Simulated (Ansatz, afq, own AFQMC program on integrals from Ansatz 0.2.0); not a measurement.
# GeH2 (triplet): AFQMC on the coupled-cluster ladder, cc-pVTZ

How near does AFQMC come to the top of the ladder for GeH2 (triplet)?

Method: cc-pVTZ, frozen cores; program: Ansatz 0.2.0, Gaussian basis, and an in-house AFQMC program (afq) on its integrals; all values are calculated.

Plan: PBE (unrestricted); r2SCAN (unrestricted); PBE0 (unrestricted); CCSD(T) on ROHF; B3LYP (unrestricted); wB97M-V (unrestricted); B2PLYP (unrestricted); CCSDT(Q) on ROHF; Phaseless AFQMC, CISD trial on ROHF; Phaseless AFQMC, single-determinant trial on ROHF; Free-projection AFQMC, CISD trial on ROHF; CCSD(T) on UHF; CCSDT(Q) on UHF; CCSD(T) on UHF; CCSD(T) on UHF; Phaseless AFQMC, CISD trial on UHF; Phaseless AFQMC, single-determinant trial on UHF; Free-projection AFQMC, CISD trial on UHF.

### 1 What is computed

The geometry is a PBE0/def2-TZVP stationary point (not a proven minimum). No spin-orbit coupling is included. The filled d shell of Ge may be among the frozen orbitals whatever the setting's name suggests; the logs give the count.

3 atoms, charge 0, spin multiplicity 3.

Atoms are counted from 1 here; the program's logs count them from 0.

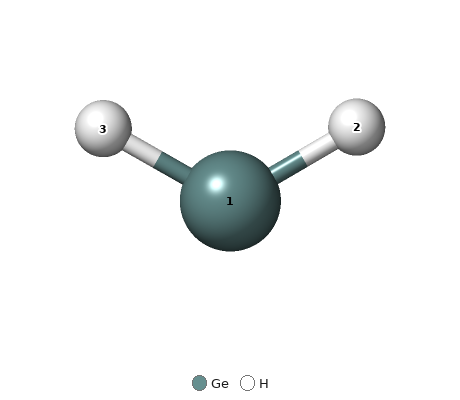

The structure; germanium teal, hydrogen white; atoms are numbered from 1 in the order of the file.

### 2 PBE (unrestricted)

Contents of in.yaml:

```yaml
crystal:
  periodic: [false, false, false]
  atoms:
    - {symbol: Ge, position_ang: [0.000000, -0.020787, 0.000000]}
    - {symbol: H, position_ang: [0.000000, 0.749032, -1.334401]}
    - {symbol: H, position_ang: [0.000000, 0.749032, 1.334401]}
basis:
  gaussian: {orbitals: cc-pVTZ}
magnetization: {spin_polarized: true, initial_magnetization: 2}
hamiltonian: {xc: {name: PBE}}
output: {orbitals: {seedname: orbitals}}
```

Launch:

```sh
> ansatz run in.yaml --threads 1 --pin off --events-out ev --progress --plain --max-ram 5632MiB --backend cpu
```

The program printed:

```text
Functional definition: PBE
  name "PBE"
  cite "Perdew, Burke & Ernzerhof, Phys. Rev. Lett. 77, 3865 (1996) doi:10.1103/PhysRevLett.77.3865"
  parent pbe
  parameter kappa = 0.804
  parameter beta = 0.06672455060314922
  exchange = pbe_x(kappa = kappa, mu = beta*pi^2/3)
  correlation = pbe_c(beta = beta)
477 factors; their error is unknown
mean field evaluation 1: about -56539.7537 eV, gradient 1.3e1 eV
mean field evaluation 2: about -56539.9963 eV, gradient 1.2e1 eV
mean field evaluation 4: about -56540.4501 eV, gradient 2.5e-1 eV
mean field evaluation 8: about -56540.4469 eV, gradient 4.0e-2 eV
mean field -56540.44689915 eV, -2077.8230990522 hartree, gradient 2.8e-5 eV, S^2 2.001883; 0 other end points of the search recorded, 0 dependent functions left out
reference -56540.44693351 eV, -2077.8231003151 hartree; 18, 16 occupied and 53, 55 virtual orbitals, 477 factors
Total energy: -56540.44693351 eV, -2077.8231003151 hartree
```

Wall time 0.85 s (1 thread of AMD EPYC 7R13 (Zen 3), shared host); peak memory 1.8 GiB.

From the report: ⟨S²⟩ of the determinant 2.002 (pure triplet: 2.00).

### 3 r2SCAN (unrestricted)

in.yaml, as its differences from that of step 2:

```diff
@@ -9,3 +9,2 @@
 magnetization: {spin_polarized: true, initial_magnetization: 2}
-hamiltonian: {xc: {name: PBE}}
-output: {orbitals: {seedname: orbitals}}
+hamiltonian: {xc: {name: r2SCAN}}
```

The command is unchanged.

The program printed:

```text
Functional definition: r2SCAN
  name "r2SCAN"
  cite "Furness, Kaplan, Ning, Perdew & Sun, J. Phys. Chem. Lett. 11, 8208 (2020) doi:10.1021/acs.jpclett.0c02405"
  cite "Furness, Kaplan, Ning, Perdew & Sun, J. Phys. Chem. Lett. 11, 9248 (2020) doi:10.1021/acs.jpclett.0c03077"
  parent r2scan
  parameter k0 = 0.174
  parameter k1 = 0.065
  parameter a1 = 4.9479
  exchange = r2scan_x(k0 = k0, k1 = k1, a1 = a1)
  correlation = r2scan_c
477 factors; their error is unknown
mean field evaluation 1: about -56548.4981 eV, gradient 1.0e1 eV
mean field evaluation 2: about -56548.7671 eV, gradient 7.5e0 eV
mean field evaluation 4: about -56548.9693 eV, gradient 3.0e-1 eV
mean field evaluation 8: about -56548.9697 eV, gradient 4.4e-2 eV
mean field -56548.96975129 eV, -2078.1363080916 hartree, gradient 3.6e-5 eV, S^2 2.004038; 0 other end points of the search recorded, 0 dependent functions left out
reference -56548.96976356 eV, -2078.1363085425 hartree; 18, 16 occupied and 53, 55 virtual orbitals, 477 factors
Total energy: -56548.96976356 eV, -2078.1363085425 hartree
```

Wall time 1.8 s (1 thread of AMD EPYC 7R13 (Zen 3), shared host); peak memory 1.8 GiB.

From the report: ⟨S²⟩ of the determinant 2.004 (pure triplet: 2.00).

### 4 PBE0 (unrestricted)

in.yaml, as its differences from that of step 3:

```diff
@@ -9,2 +9,3 @@
 magnetization: {spin_polarized: true, initial_magnetization: 2}
-hamiltonian: {xc: {name: r2SCAN}}
+hamiltonian: {xc: {name: PBE0}}
+output: {orbitals: {seedname: orbitals}}
```

The command is unchanged.

The program printed:

```text
Functional definition: PBE0
  name "PBE0"
  cite "Adamo & Barone, J. Chem. Phys. 110, 6158 (1999) doi:10.1063/1.478522"
  cite "Perdew, Burke & Ernzerhof, Phys. Rev. Lett. 77, 3865 (1996) doi:10.1103/PhysRevLett.77.3865"
  parent pbe
  parameter a = 0.25
  parameter kappa = 0.804
  parameter beta = 0.06672455060314922
  exchange = (1 - a)*pbe_x(kappa = kappa, mu = beta*pi^2/3) + a*exact_x
  correlation = pbe_c(beta = beta)
534 factors; their error is unknown
mean field evaluation 1: about -56541.4965 eV, gradient 8.2e0 eV
mean field evaluation 2: about -56541.7224 eV, gradient 5.3e0 eV
mean field evaluation 4: about -56541.8134 eV, gradient 2.5e-1 eV
mean field evaluation 8: about -56542.0220 eV, gradient 7.5e-3 eV
mean field -56542.02201971 eV, -2077.8809836653 hartree, gradient 3.8e-5 eV, S^2 2.002490; 0 other end points of the search recorded, 0 dependent functions left out
reference -56542.02204562 eV, -2077.8809846175 hartree; 18, 16 occupied and 53, 55 virtual orbitals, 534 factors
Total energy: -56542.02204562 eV, -2077.8809846175 hartree
```

It took 0.94 s on 1 thread of AMD EPYC 7R13 (Zen 3), shared host; peak memory 1.8 GiB.

From the report: ⟨S²⟩ of the determinant 2.002 (pure triplet: 2.00).

### 5 CCSD(T) on ROHF

in.yaml, as its differences from that of step 4:

```diff
@@ -8,4 +8,3 @@
   gaussian: {orbitals: cc-pVTZ}
-magnetization: {spin_polarized: true, initial_magnetization: 2}
-hamiltonian: {xc: {name: PBE0}}
-output: {orbitals: {seedname: orbitals}}
+magnetization: {spin_polarized: false, initial_magnetization: 2}
+correlation: {method: ccsd_t, electrons: outside_noble_gas, hamiltonian_folder: ham}
```

Launch:

```sh
> ansatz run in.yaml --threads 1 --pin off --events-out ev --progress --plain --max-ram 16896MiB --backend cuda --devices 0, --max-vram 18GiB
```

The program printed (excerpt; [...] marks lines left out):

```text
Functional definition: HF
  name "HF"
  cite "Fock, Z. Phys. 61, 126 (1930) doi:10.1007/BF01340294"
  parent pbe
[...]
433 factors; integrals over basis functions are off by at most 4.9e-4 eV
[...]
mean field -56504.41983670 eV, -2076.4991289274 hartree, gradient 3.3e-6 eV, S^2 2.000000; 0 other end points of the search recorded, 0 dependent functions left out
14 core orbitals not correlated: weight in the atoms' cores, before any rotation towards them, 1.000 or more for the frozen orbitals, at most 0.000 for the correlated occupied ones
reference -56504.41983670 eV, -2076.4991289274 hartree; 4, 2 occupied and 53, 55 virtual orbitals, 433 factors
second order -2.36709099 eV of doubles, -0.03332639 eV of singles
cycle   1  -2.79132026 eV  change   -3.9e-1 eV  update   5.1e-2
[...]
cycle   9  -2.95867107 eV  change    6.6e-6 eV  update   5.5e-6
perturbative correction -0.07869080 eV, -0.0028918335 hartree
Total energy: -56507.45719857 eV, -2076.6107499174 hartree
```

It took 4 s on 1 × NVIDIA H100 80GB HBM3 with 1 thread of AMD EPYC 7R13 (Zen 3), shared host; peak host memory 1.8 GiB.

From the report: correlation -3.0374 eV; T1 0.021; largest double amplitude 0.04.

This run also writes the integrals to the folder ham.

### 6 B3LYP (unrestricted)

in.yaml, as its differences from that of step 5:

```diff
@@ -8,3 +8,3 @@
   gaussian: {orbitals: cc-pVTZ}
-magnetization: {spin_polarized: false, initial_magnetization: 2}
-correlation: {method: ccsd_t, electrons: outside_noble_gas, hamiltonian_folder: ham}
+magnetization: {spin_polarized: true, initial_magnetization: 2}
+hamiltonian: {xc: {name: B3LYP}}
```

Launch:

```sh
> ansatz run in.yaml --threads 1 --pin off --events-out ev --progress --plain --max-ram 5632MiB --backend cpu
```

The program printed:

```text
Functional definition: B3LYP
  name "B3LYP"
  cite "Stephens, Devlin, Chabalowski & Frisch, J. Phys. Chem. 98, 11623 (1994) doi:10.1021/j100096a001"
  cite "Becke, Phys. Rev. A 38, 3098 (1988) doi:10.1103/PhysRevA.38.3098"
  cite "Lee, Yang & Parr, Phys. Rev. B 37, 785 (1988) doi:10.1103/PhysRevB.37.785"
  cite "Vosko, Wilk & Nusair, Can. J. Phys. 58, 1200 (1980) doi:10.1139/p80-159"
  parameter a0 = 0.2
  parameter ax = 0.72
  parameter ac = 0.81
  exchange = (1 - a0 - ax)*slater_x + ax*b88_x + a0*exact_x
  correlation = (1 - ac)*vwn_rpa_c + ac*lyp_c
534 factors; their error is unknown
mean field evaluation 1: about -56549.9784 eV, gradient 9.4e0 eV
mean field evaluation 2: about -56550.2337 eV, gradient 6.6e0 eV
mean field evaluation 4: about -56550.3706 eV, gradient 2.3e-1 eV
mean field evaluation 8: about -56550.5370 eV, gradient 6.3e-3 eV
mean field -56550.53701203 eV, -2078.1939038614 hartree, gradient 2.9e-5 eV, S^2 2.001669; 0 other end points of the search recorded, 0 dependent functions left out
reference -56550.53720244 eV, -2078.1939108587 hartree; 18, 16 occupied and 53, 55 virtual orbitals, 534 factors
Total energy: -56550.53720244 eV, -2078.1939108587 hartree
```

Wall time 0.94 s (1 thread of AMD EPYC 7R13 (Zen 3), shared host); peak memory 1.8 GiB.

From the report: ⟨S²⟩ of the determinant 2.002 (pure triplet: 2.00).

### 7 wB97M-V (unrestricted)

in.yaml, as its differences from that of step 6:

```diff
@@ -9,2 +9,3 @@
 magnetization: {spin_polarized: true, initial_magnetization: 2}
-hamiltonian: {xc: {name: B3LYP}}
+hamiltonian: {xc: {name: wB97M-V}}
+output: {orbitals: {seedname: orbitals}}
```

The command is unchanged.

The program printed (excerpt; [...] marks lines left out):

```text
Functional definition: wB97M-V
  name "wB97M-V"
  cite "Mardirossian & Head-Gordon, J. Chem. Phys. 144, 214110 (2016) doi:10.1063/1.4952647"
  cite "Becke, J. Chem. Phys. 107, 8554 (1997) doi:10.1063/1.475007"
  cite "Vydrov & Van Voorhis, J. Chem. Phys. 133, 244103 (2010) doi:10.1063/1.3521275"
  # Of w^i u^j: cxij and so on, Table III.
[...]
  gx(w, u) = 1 - cx + cx01*u + cx10*w
  gss(w, u) = css00 + css04*u^4 + css10*w + css20*w^2 + css43*w^4*u^3
  gos(w, u) = cos00 + cos10*w + (cos20 + cos21*u)*w^2 + (cos60 + cos61*u)*w^6
[...]
      + integral(e_c_pw_mod_opposite_spin*gos(b97_w_opposite, b97_u_opposite)) + vv10(b, c)
527 factors; their error is unknown
113 factors; integrals over basis functions are off by at most 4.9e-5 eV
[...]
mean field -56545.78258883 eV, -2078.0191820313 hartree, gradient 7.0e-5 eV, S^2 2.001656; 0 other end points of the search recorded, 0 dependent functions left out
reference -56545.78262229 eV, -2078.0191832611 hartree; 18, 16 occupied and 53, 55 virtual orbitals, 527 factors
Total energy: -56545.78262229 eV, -2078.0191832611 hartree
```

Wall time 2.9 s (1 thread of AMD EPYC 7R13 (Zen 3), shared host); peak memory 1.8 GiB.

From the report: ⟨S²⟩ of the determinant 2.002 (pure triplet: 2.00).

### 8 B2PLYP (unrestricted)

in.yaml, as its differences from that of step 7:

```diff
@@ -9,3 +9,3 @@
 magnetization: {spin_polarized: true, initial_magnetization: 2}
-hamiltonian: {xc: {name: wB97M-V}}
-output: {orbitals: {seedname: orbitals}}
+hamiltonian: {xc: {name: B2PLYP}}
+correlation: {electrons: outside_noble_gas}
```

The command is unchanged.

The program printed (excerpt; [...] marks lines left out):

```text
Functional definition: B2PLYP
  name "B2PLYP"
  cite "Grimme, J. Chem. Phys. 124, 034108 (2006) doi:10.1063/1.2148954"
  cite "Becke, Phys. Rev. A 38, 3098 (1988) doi:10.1103/PhysRevA.38.3098"
  cite "Lee, Yang & Parr, Phys. Rev. B 37, 785 (1988) doi:10.1103/PhysRevB.37.785"
[...]
433 factors; integrals over basis functions are off by at most 4.9e-4 eV
[...]
mean field -56537.04809076 eV, -2077.6981951478 hartree, gradient 9.0e-6 eV, S^2 2.003131; 0 other end points of the search recorded, 0 dependent functions left out
14 core orbitals not correlated: weight in the atoms' cores, before any rotation towards them, 0.999 or more for the frozen orbitals, at most 0.000 for the correlated occupied ones
reference -56537.04821120 eV, -2077.6981995738 hartree; 4, 2 occupied and 53, 55 virtual orbitals, 433 factors
second order -2.96360788 eV of doubles, -0.00000000 eV of singles
Total energy: -56537.84838532 eV, -2077.7276054306 hartree
```

It took 1.4 s on 1 thread of AMD EPYC 7R13 (Zen 3), shared host; peak memory 1.8 GiB.

From the report: ⟨S²⟩ of the determinant 2.003 (pure triplet: 2.00).

### 9 CCSDT(Q) on ROHF

in.yaml, as its differences from that of step 8:

```diff
@@ -8,4 +8,3 @@
   gaussian: {orbitals: cc-pVTZ}
-magnetization: {spin_polarized: true, initial_magnetization: 2}
-hamiltonian: {xc: {name: B2PLYP}}
-correlation: {electrons: outside_noble_gas}
+magnetization: {spin_polarized: false, initial_magnetization: 2}
+correlation: {method: ccsdt_q, electrons: outside_noble_gas}
```

Launch:

```sh
> ansatz run in.yaml --threads 1 --pin off --events-out ev --progress --plain --max-ram 16896MiB --backend cuda --devices 0, --max-vram 18GiB
```

The program printed (excerpt; [...] marks lines left out):

```text
Functional definition: HF
  name "HF"
  cite "Fock, Z. Phys. 61, 126 (1930) doi:10.1007/BF01340294"
  parent pbe
[...]
798 factors; integrals over basis functions are off by at most 1.2e-7 eV
[...]
mean field -56504.41986087 eV, -2076.4991298155 hartree, gradient 3.4e-6 eV, S^2 2.000000; 0 other end points of the search recorded, 0 dependent functions left out
14 core orbitals not correlated: weight in the atoms' cores, before any rotation towards them, 1.000 or more for the frozen orbitals, at most 0.000 for the correlated occupied ones
reference -56504.41986087 eV, -2076.4991298155 hartree; 4, 2 occupied and 53, 55 virtual orbitals, 798 factors
second order -2.36710400 eV of doubles, -0.03332633 eV of singles
cycle   1  -2.79131370 eV  change   -3.9e-1 eV  update   5.6e-2
[...]
cycle  13  -3.05584519 eV  change    1.3e-7 eV  update   3.8e-7
perturbative correction -0.00161344 eV, -0.0000592930 hartree
Total energy: -56507.47731950 eV, -2076.6114893479 hartree
```

Wall time 4.9 s (1 × NVIDIA H100 80GB HBM3 with 1 thread of AMD EPYC 7R13 (Zen 3), shared host); peak host memory 1.8 GiB.

From the report: correlation -3.0575 eV; T1 0.021; largest double amplitude 0.05.

### 10 Phaseless AFQMC, CISD trial on ROHF

It reads the integrals that the CCSD(T) run on this determinant wrote.

Launch:

```sh
> afq ham --method phaseless --trial cisd --walkers 3400 --populations 20 --least-time 60 --time-step 0.005 --steps-per-block 50 --equilibration-blocks 28 --max-blocks 4000 --target-error 0.00015 --factor-cut 1e-05 --start spin_pure --seed 97 --release-times 0.24,0.51,0.99,1.62,2.4 --release-step 0.03 --release-every 3 --taylor-order 6
```

The program printed:

```text
orbitals 57  electrons 4 2  factors 387 of 433
reference energy -2076.49912893 Eh
CCSD correlation -0.10872925 Eh in 9 cycles, weight of the determinant in the CISD state 0.9312
energy of the start -2076.607855 Eh
 block  time / (1/Eh)  mean weight  energy / Eh
     1     0.250  0.9999  -2076.607577
     2     0.500  1.0000  -2076.608081
     3     0.750  0.9999  -2076.608712
     4     1.000  1.0000  -2076.609118
     5     1.250  1.0000  -2076.609600
     6     1.500  1.0001  -2076.609975
     7     1.750  1.0000  -2076.610255
     8     2.000  1.0002  -2076.610592
     9     2.250  1.0001  -2076.610700
    10     2.500  0.9999  -2076.610825
    11     2.750  0.9999  -2076.610851
    12     3.000  1.0002  -2076.610910
    13     3.250  1.0002  -2076.611106
    14     3.500  1.0002  -2076.611018
    15     3.750  0.9999  -2076.611068
    16     4.000  1.0002  -2076.610970
    17     4.250  1.0001  -2076.611139
    18     4.500  0.9997  -2076.611162
    19     4.750  1.0000  -2076.611206
    20     5.000  1.0000  -2076.611132
    21     5.250  1.0001  -2076.611163
    22     5.500  0.9999  -2076.611178
    23     5.750  0.9998  -2076.611122
    24     6.000  1.0000  -2076.610984
    25     6.250  0.9996  -2076.611189
    26     6.500  0.9998  -2076.611159
    27     6.750  1.0001  -2076.611167
    28     7.000  0.9999  -2076.611117
    29     7.250  0.9999  -2076.611114
    30     7.500  0.9999  -2076.611360
    31     7.750  0.9999  -2076.611360
    32     8.000  0.9997  -2076.611536
    33     8.250  0.9999  -2076.611633
    34     8.500  1.0002  -2076.611454
    35     8.750  1.0002  -2076.611499
    36     9.000  1.0001  -2076.611488
    37     9.250  1.0001  -2076.611419
    38     9.500  1.0001  -2076.611360
    39     9.750  0.9997  -2076.611612
    40    10.000  1.0000  -2076.611441
    41    10.250  0.9998  -2076.611369
    42    10.500  0.9996  -2076.611494
    43    10.750  0.9999  -2076.611424
    44    11.000  0.9999  -2076.611629
    45    11.250  1.0000  -2076.611332
    46    11.500  0.9999  -2076.611294
    47    11.750  0.9999  -2076.611052
    48    12.000  1.0001  -2076.611208
    49    12.250  1.0000  -2076.611289
    50    12.500  0.9999  -2076.611352
    51    12.750  1.0000  -2076.611665
    52    13.000  1.0000  -2076.611428
    53    13.250  0.9998  -2076.611400
    54    13.500  1.0002  -2076.611313
    55    13.750  1.0000  -2076.611303
    56    14.000  1.0001  -2076.611360
    57    14.250  1.0000  -2076.611343
    58    14.500  1.0002  -2076.611220
    59    14.750  1.0000  -2076.611122
    60    15.000  1.0000  -2076.611046
    61    15.250  1.0001  -2076.611189
    62    15.500  0.9998  -2076.611277
    63    15.750  0.9999  -2076.611251
    64    16.000  1.0000  -2076.611369
    65    16.250  1.0002  -2076.611289
    66    16.500  1.0000  -2076.611487
    67    16.750  1.0003  -2076.611515
    68    17.000  1.0002  -2076.611617
    69    17.250  0.9998  -2076.611579
    70    17.500  1.0002  -2076.611461
    71    17.750  1.0000  -2076.611469
    72    18.000  1.0000  -2076.611410
    73    18.250  1.0001  -2076.611390
    74    18.500  1.0002  -2076.611526
    75    18.750  1.0000  -2076.611605
    76    19.000  1.0002  -2076.611281
    77    19.250  0.9997  -2076.611385
    78    19.500  1.0004  -2076.611200
error from the spread of 20 populations
released: time / (1/Eh)  energy / Eh  error  mean overlap
  0.24  -2076.611435  0.000059  0.9974
  0.51  -2076.611439  0.000045  0.9974
  0.99  -2076.611467  0.000031  0.9959
  1.62  -2076.611508  0.000031  0.9917
  2.40  -2076.611499  0.000034  0.9902
energy -2076.611384 +/- 0.000066 Eh
```

Run time: 87 s. Hardware: 1 × NVIDIA H100 80GB HBM3 with 2 threads of AMD EPYC 7R13 (Zen 3), shared host; peak host memory 1.8 GiB.

Energy -56507.4745 ± 0.0018 eV. Caveats: constraint bias not in the error.

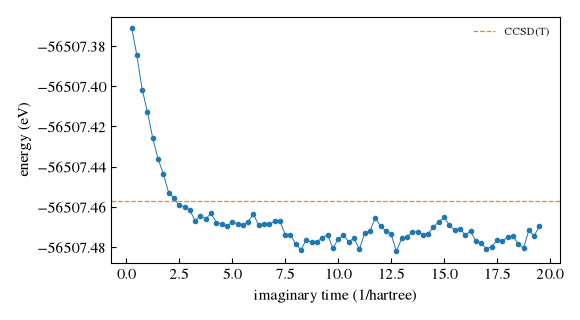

Block energies along the walk.

### 11 Phaseless AFQMC, single-determinant trial on ROHF

It reads the integrals that the CCSD(T) run on this determinant wrote.

Launch:

```sh
> afq ham --method phaseless --trial hf --walkers 3400 --populations 20 --least-time 40 --time-step 0.005 --steps-per-block 20 --equilibration-blocks 112 --max-blocks 4000 --target-error 0.0007499999999999999 --factor-cut 1e-05 --start spin_pure --seed 5907 --taylor-order 6
```

The program printed:

```text
orbitals 57  electrons 4 2  factors 387 of 433
reference energy -2076.49912893 Eh
CCSD correlation -0.10872925 Eh in 9 cycles, weight of the determinant in the CISD state 0.9312
energy of the start -2076.499142 Eh
 block  time / (1/Eh)  mean weight  energy / Eh
     1     0.100  1.0004  -2076.520348
     2     0.200  1.0008  -2076.535957
     3     0.300  1.0007  -2076.547670
     4     0.400  1.0005  -2076.557099
     5     0.500  1.0005  -2076.564524
     6     0.600  1.0004  -2076.570597
     7     0.700  1.0001  -2076.576433
     8     0.800  1.0000  -2076.580962
     9     0.900  1.0003  -2076.584673
    10     1.000  1.0000  -2076.587965
    13     1.300  1.0001  -2076.592699
    17     1.700  0.9999  -2076.600421
    21     2.100  0.9999  -2076.605908
    25     2.500  0.9999  -2076.605195
    29     2.900  1.0000  -2076.607174
    33     3.300  1.0002  -2076.608262
    37     3.700  1.0000  -2076.610279
    41     4.100  1.0001  -2076.609263
    45     4.500  0.9999  -2076.610802
    49     4.900  1.0003  -2076.610987
    53     5.300  1.0001  -2076.610036
    57     5.700  1.0000  -2076.609770
    61     6.100  1.0000  -2076.610621
    65     6.500  1.0000  -2076.609246
    69     6.900  1.0001  -2076.611118
    73     7.300  1.0002  -2076.610659
    77     7.700  1.0000  -2076.610821
    81     8.100  0.9998  -2076.610737
    85     8.500  1.0000  -2076.613153
    89     8.900  0.9996  -2076.612229
    93     9.300  1.0000  -2076.611367
    97     9.700  1.0002  -2076.613079
   101    10.100  1.0001  -2076.614497
   105    10.500  1.0002  -2076.612769
   109    10.900  0.9999  -2076.612853
   113    11.300  0.9998  -2076.610923
   117    11.700  1.0002  -2076.611911
   121    12.100  1.0002  -2076.611144
   125    12.500  1.0001  -2076.611526
   129    12.900  1.0000  -2076.611366
   133    13.300  1.0002  -2076.611875
   137    13.700  0.9999  -2076.612937
   141    14.100  1.0001  -2076.609829
   145    14.500  1.0001  -2076.610080
   149    14.900  0.9998  -2076.611228
   153    15.300  1.0000  -2076.610200
   157    15.700  0.9998  -2076.609617
   161    16.100  0.9998  -2076.611614
   165    16.500  1.0001  -2076.609102
   169    16.900  1.0000  -2076.609627
   173    17.300  1.0002  -2076.610504
   177    17.700  1.0001  -2076.610937
   181    18.100  1.0000  -2076.610990
   185    18.500  1.0000  -2076.609223
   189    18.900  1.0003  -2076.611656
error from the spread of 20 populations
energy -2076.610798 +/- 0.000547 Eh
```

Wall time 48 s (1 × NVIDIA H100 80GB HBM3 with 2 threads of AMD EPYC 7R13 (Zen 3), shared host); peak host memory 1.8 GiB.

Energy -56507.4585 ± 0.0149 eV. Caveats: constraint bias not in the error.

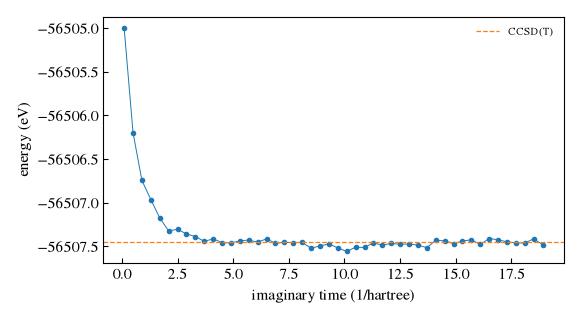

Block energies along the walk.

[end of part 1 of 2]
